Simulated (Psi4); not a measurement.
**GeF2 (SMILES [F][Ge][F]): HF/def2-TZVPP**

What is the energy change on altering one bond length of GeF2 at HF/def2-TZVPP? The job is set up through a Python script.

The calculation is run with Psi4 1.11.

1 further run of the same task is left out (set aside as unsound or not needed).

### 1 The molecule

GeF2: 3 atoms, total charge 0, spin state singlet. SMILES: `[F][Ge][F]`. Geometry: relaxed at PBE0-D4/def2-TZVP.

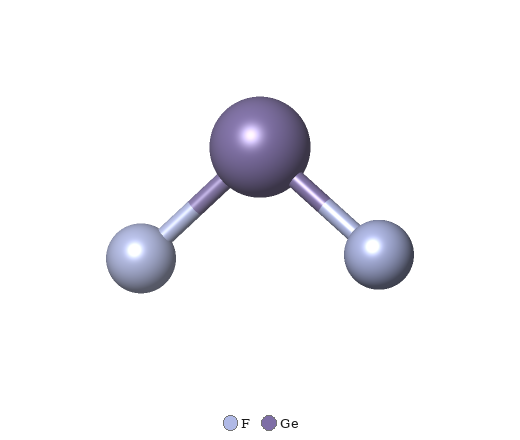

The structure, seen from a chosen angle (fluorine light blue, germanium purple).

### 2 Energy and forces at HF/def2-TZVPP

Input file f2ge.py:

```python
import psi4

psi4.set_memory(1600000000)
psi4.set_num_threads(1)
psi4.set_output_file('run.log', False)

mol = psi4.geometry("""
F     -0.675900    -1.101800    -0.497500
Ge     0.637500    -0.295200     0.320200
F      0.027600     1.332100     0.164100
symmetry c1
no_reorient
no_com
""")

psi4.set_options({
    'basis': 'def2-TZVPP',
    'puream': True,
    'e_convergence': 1e-09,
    'd_convergence': 1e-08,
    'scf_type': 'pk',
})

e, wfn = psi4.gradient("hf", molecule=mol, return_wfn=True)
print('gradient / Eh bohr^-1')
print(e.np.round(6))
print(f'energy = {wfn.energy():.10f} Eh')
```

The run is started by

```sh
$ python f2ge.py
```

run.log:

```text
[...]
  Running in c1 symmetry.
[...]
  Nuclear repulsion =  191.062717603408316
[...]
  Multiplicity = 1
[...]
  Nalpha       = 25
  Nbeta        = 25
[...]
    Number of basis functions: 110
[...]
   @RHF iter   1: -2273.47359231417340   -3.89602e+00   2.32729e-02 DIIS/ADIIS
[...]
   @RHF iter  11: -2274.41538073611127   -3.18323e-12   3.83621e-09 DIIS
[...]
    Orbital Energies [Eh]
    ---------------------
    Doubly Occupied:
       1A   -405.302785     2A    -52.205969     3A    -46.293738
       4A    -46.292345     5A    -46.291683     6A    -26.269432
       7A    -26.269414     8A     -7.251628     9A     -5.227370
      10A     -5.223052    11A     -5.220393    12A     -1.712707
      13A     -1.709221    14A     -1.701157    15A     -1.697260
      16A     -1.692504    17A     -1.556290    18A     -1.528674
      19A     -0.757916    20A     -0.666623    21A     -0.652845
      22A     -0.642896    23A     -0.620277    24A     -0.610753
      25A     -0.431961
[...]
  @RHF Final Energy: -2274.41538073611127
   => Energetics <=
    Nuclear Repulsion Energy =            191.0627176034083163
    One-Electron Energy =               -3555.2984160677779073
    Two-Electron Energy =                1089.8203177282584875
    Total Energy =                      -2274.4153807361112740
[...]
 Multipole Moments:
 ------------------------------------------------------------------------------------
     Multipole            Electronic (a.u.)      Nuclear  (a.u.)        Total (a.u.)
 ------------------------------------------------------------------------------------
 L = 1.  Multiply by 2.5417464519 to convert [e a0] to [Debye]
 Dipole X            :        -26.6378624           27.5244279            0.8865655
 Dipole Y            :         13.5558616          -13.9342735           -0.3784119
 Dipole Z            :        -13.2437055           13.6925776            0.4488721
 Magnitude           :                                                    1.0633344
[...]
  -Total Gradient:
     Atom            X                  Y                   Z
    ------   -----------------  -----------------  -----------------
       1       -0.011681110748    -0.008902438011    -0.007465557280
       2        0.016224478133    -0.006942617614     0.008212566691
       3       -0.004543367462     0.015845055653    -0.000747009434
[...]
```

The script printed:

```text
gradient / Eh bohr^-1
[[-0.011681 -0.008902 -0.007466]
 [ 0.016224 -0.006943  0.008213]
 [-0.004543  0.015845 -0.000747]]
energy = -2274.4153807361 Eh
```

Wall time 9.6 s (1 thread of Intel Xeon 6975P-C (Granite Rapids), shared host); peak memory 0.5 GiB.

### 3 The distorted shape

Input file f2ge.xyz:

```xyz
3
F2Ge
F     -0.872912    -1.222792    -0.620157
Ge     0.637500    -0.295200     0.320200
F      0.027600     1.332100     0.164100
```

Input file calc.py:

```python
import psi4

psi4.set_memory(1600000000)
psi4.set_num_threads(1)
psi4.set_output_file('run.log', False)

with open('f2ge.xyz') as f:
    atoms = ''.join(f.readlines()[2:])
m = psi4.geometry('0 1\n' + atoms + 'symmetry c1')

psi4.set_options(dict(basis='def2-TZVPP', reference='rhf', puream=True, e_convergence=1e-09, d_convergence=1e-08, scf_type='pk'))

energy_value, wavefunction = psi4.gradient('scf', molecule=m, return_wfn=True)
psi4.oeprop(wavefunction, 'MULLIKEN_CHARGES', 'LOWDIN_CHARGES', 'QUADRUPOLE', title='SCF')
print('gradient / Eh bohr^-1')
print(energy_value.np.round(6))
print(f'energy = {wavefunction.energy():.10f} Eh')
```

The run is started by

```sh
$ python calc.py
```

run.log:

```text
[...]
  Running in c1 symmetry.
[...]
  Nuclear repulsion =  178.498649610098312
[...]
  Multiplicity = 1
[...]
  Nalpha       = 25
  Nbeta        = 25
[...]
    Number of basis functions: 110
[...]
   @RHF iter   1: -2273.46558733570691   -4.20794e+00   2.31207e-02 ADIIS/DIIS
[...]
   @RHF iter  12: -2274.38744410447816   -4.54747e-12   3.54295e-09 DIIS
[...]
  @RHF Final Energy: -2274.38744410447816
   => Energetics <=
    Nuclear Repulsion Energy =            178.4986496100983118
    One-Electron Energy =               -3529.7909710120134150
    Two-Electron Energy =                1076.9048772974367694
    Total Energy =                      -2274.3874441044781634
[...]
  -Total Gradient:
     Atom            X                  Y                   Z
    ------   -----------------  -----------------  -----------------
       1       -0.069497761494    -0.037678494593     0.000000000000
       2        0.076888415652     0.014264323039    -0.000000000000
       3       -0.007390654230     0.023414171561     0.000000000000
[...]
 Multipole Moments:
 ------------------------------------------------------------------------------------
     Multipole            Electronic (a.u.)      Nuclear  (a.u.)        Total (a.u.)
 ------------------------------------------------------------------------------------
 L = 1.  Multiply by 2.5417464519 to convert [e a0] to [Debye]
 Dipole X            :          3.9477742           -2.3102038            1.6375703
 Dipole Y            :         -0.7111232            0.6806906           -0.0304326
 Dipole Z            :          0.0000000           -0.0000000           -0.0000000
 Magnitude           :                                                    1.6378531
 L = 2.  Multiply by 1.3450342976 to convert [e a0^2] to [Debye ang]
 Quadrupole XX       :       -103.1792927           80.5738250          -22.6054677
 Quadrupole XY       :        -32.6460177           30.8885890           -1.7574287
[...]
  Mulliken Charges: (a.u.)
   Center  Symbol    Alpha    Beta     Spin     Total
       1     F     4.80515  4.80515  0.00000 -0.61031
       2    GE    15.46634 15.46634  0.00000  1.06732
       3     F     4.72851  4.72851  0.00000 -0.45701
   Total alpha = 25.00000, Total beta = 25.00000, Total charge = -0.00000
  Lowdin Charges: (a.u.)
   Center  Symbol    Alpha    Beta     Spin     Total
       1     F     4.72207  4.72207  0.00000 -0.44415
       2    GE    15.65926 15.65926  0.00000  0.68148
       3     F     4.61867  4.61867  0.00000 -0.23733
[...]
```

Standard output:

```text
gradient / Eh bohr^-1
[[-0.069498 -0.037678  0.      ]
 [ 0.076888  0.014264 -0.      ]
 [-0.007391  0.023414  0.      ]]
energy = -2274.3874441045 Eh
```

Run time: 9.6 s. Hardware: 1 thread of Intel Xeon 6975P-C (Granite Rapids), shared host; peak memory 0.5 GiB.

### 4 Outcome

Level: HF/def2-TZVPP.

| quantity | value |
| --- | --- |
| first shape: total energy | -2274.41538 Eh |
| first shape: dipole moment | 2.70 D |
| first shape: HOMO energy | -11.75 eV |
| first shape: LUMO energy | 0.44 eV |
| first shape: HOMO–LUMO gap | 12.20 eV |
| first shape: largest force on an atom | 1.001 eV/Å |
| distorted shape: total energy | -2274.38744 Eh |
| distorted shape: dipole moment | 4.16 D |
| distorted shape: HOMO energy | -12.34 eV |
| distorted shape: LUMO energy | -0.14 eV |
| distorted shape: HOMO–LUMO gap | 12.20 eV |
| distorted shape: largest force on an atom | 4.065 eV/Å |
| energy change with the F1–Ge2 bond stretched from 1.745 to 2.007 Å | 0.760 eV |

What this shows: With the F1–Ge2 bond stretched from 1.745 to 2.007 Å the energy rises by 0.76 eV (73.3 kJ/mol). The first shape isn't relaxed at this level, so the change isn't measured from a minimum. The largest force (first shape) is 1.00 eV/Å: the shape isn't a stationary point for this species at this level.
